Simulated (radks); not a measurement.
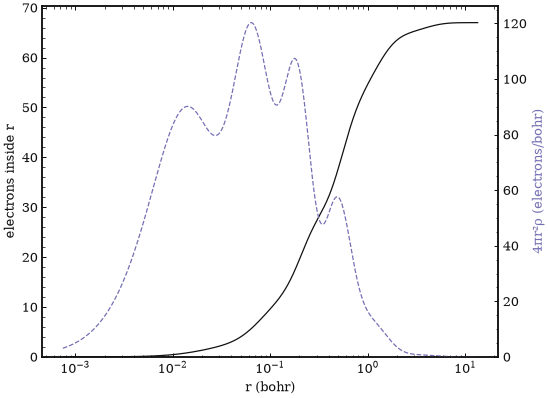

The number of electrons inside radius r (solid) and the radial density 4πr²ρ (dashed). The count levels off at 67 electrons. Half of them lie within 0.425 bohr, 90 % within 1.46 bohr and 99 % within 4.59 bohr. The radial density has minima at 0.0273, 0.116 and 0.345 bohr, where the count stands at 1.9, 11.1 and 29.5; these part the shells that the density resolves.

## Atomic calculation, with input and output: Ho

The neutral holmium atom in the configuration [Xe] 4f11 6s2. Computed at this level: scalar-relativistic Kohn-Sham, r2SCAN, spin-unpolarised, spherical densities, finite nucleus (the in-house radial solver radks).

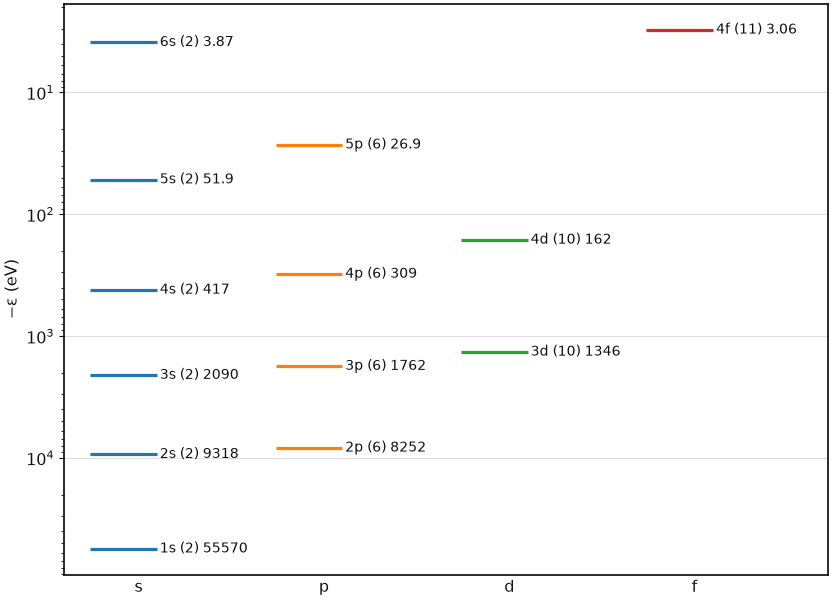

All occupied levels, on a logarithmic scale of binding energy, are drawn (occupations in brackets). The highest occupied level is 4f at −3.06 eV. The highest 6 occupied levels, from the top down, are 4f (−3.06 eV), 6s (−3.87 eV), 5p (−26.9 eV), 5s (−51.9 eV), 4d (−162.1 eV), 4p (−309.0 eV).

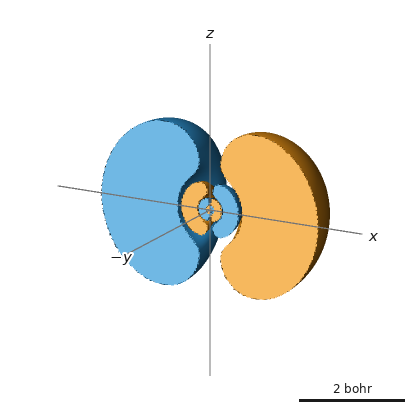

The 5p(x) orbital. The radial function comes from the spherical calculation and is multiplied by a real spherical harmonic; the overall sign is chosen so that the largest lobe of P(r) is positive; at the scalar-relativistic level it is the large component. The surface of constant |ψ| that holds about 85 % of the electron is drawn, orange where ψ is positive and blue where it is negative, with the half in front of the xz plane cut away and the cut face painted. It has the nodal plane yz and 3 radial nodes, at r = 0.0894, 0.262 and 0.661 bohr. The outermost maximum of P² lies at 1.30 bohr, ⟨r⟩ = 1.52 bohr, 90 % of the charge lies within 2.24 bohr, and the eigenvalue is −26.9 eV, with 6 electrons in the shell.

These pictures come from the run below.

## Input
```
Z 67
configuration [Xe] 4f11 6s2
relativity scalar-relativistic
functional r2scan,r2scan
spin unpolarised
nucleus finite rms 5.2022 fm
c 137.035999084
```

Energies in input and log are in hartree, lengths in bohr (the nuclear radius in fm).

## The program's output
```
1s      1   2.0000       -2042.09857062
2s      1   2.0000        -342.41800617
2p      1   6.0000        -303.23771767
3s      1   2.0000         -76.79353304
3p      1   6.0000         -64.75943313
3d      1  10.0000         -49.48230112
4s      1   2.0000         -15.33539281
4p      1   6.0000         -11.35668783
4d      1  10.0000          -5.95879441
4f      1  11.0000          -0.11244384
5s      1   2.0000          -1.90868985
5p      1   6.0000          -0.98749994
6s      1   2.0000          -0.14228932
Etot -12616.43720595113
Ekin 13642.806450253094
Encl -30917.10320404757
Eh 4928.54319335305
Exc -270.6836455097039
err 2.6913439359287003e-06
it 14
```

## Orbitals

```
orbital  occupation  energy (eV)  ⟨r⟩ (bohr)  outer maximum (bohr)
     1s           2     −55568.3     0.02074                0.0131
     2s           2      −9317.7     0.08807                0.0746
     2p           6      −8251.5     0.07807                0.0606
     3s           2      −2089.7      0.2295                 0.211
     3p           6      −1762.2      0.2286                 0.208
     3d          10      −1346.5      0.2079                 0.170
     4s           2     −417.297      0.5191                 0.484
     4p           6     −309.031      0.5501                 0.505
     4d          10     −162.147      0.5967                 0.523
     5s           2      −51.938       1.280                  1.14
     5p           6      −26.871       1.516                  1.30
     6s           2       −3.872       4.126                  3.48
     4f          11       −3.060      0.8530                 0.525
```

## Slater integrals of the outer shells (hartree)

```csv
integral,value
"F0(4f,4f)",1.1200
"F2(4f,4f)",0.5156
"F4(4f,4f)",0.3205
"F6(4f,4f)",0.2298
"F0(4f,6s)",0.2856
"G3(4f,6s)",0.0089
"F0(4f,5p)",0.7097
"F2(4f,5p)",0.2424
"G2(4f,5p)",0.1335
"G4(4f,5p)",0.1005
"F0(4f,5s)",0.8065
"G3(4f,5s)",0.1549
"F0(6s,6s)",0.2189
"F0(6s,5p)",0.2761
```

## Key numbers

```tsv
quantity	value
outcome	converged
total energy	−12616.4372 hartree
kinetic energy	13642.8065 hartree
electron–nucleus energy	−30917.1032 hartree
Hartree energy	4928.5432 hartree
exchange–correlation energy	−270.683646 hartree
radius at density 0.001 e/bohr³	5.18 bohr
SCF iterations	14
hardware	1 CPU thread, shared host
```
